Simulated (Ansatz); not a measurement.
Results of PBEsol (Ansatz, an electronic-structure program, plane waves, PAW) for rutile MnF2.

Settings: plane-wave cutoff 520 eV, 8×8×10 k mesh (along the axes of the cell as run), Fermi–Dirac smearing 0.01 eV, spin-polarised with opposed moments, scalar-relativistic PAW data made under PBE.

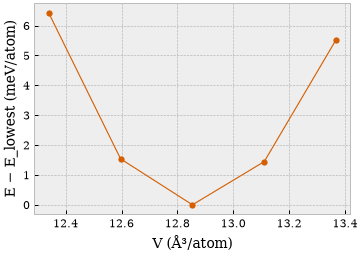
*Total energy against volume*

**Question.** From the curve, estimate the equilibrium volume and the bulk modulus.

**Answer.** V0 ≈ 12.9 Å³/atom and B0 ≈ 93 GPa; the fit gives V0 = 12.853 Å³/atom, B0 = 92.7 GPa, B′ = 4.9.

Shape and atoms are relaxed at each volume.

Note: without U or exact exchange, gaps and moments of open d shells tend to come out too small; the bulk modulus comes from volumes at which shape and atoms were relaxed.

The computed numbers hold no vibrational or temperature effects.
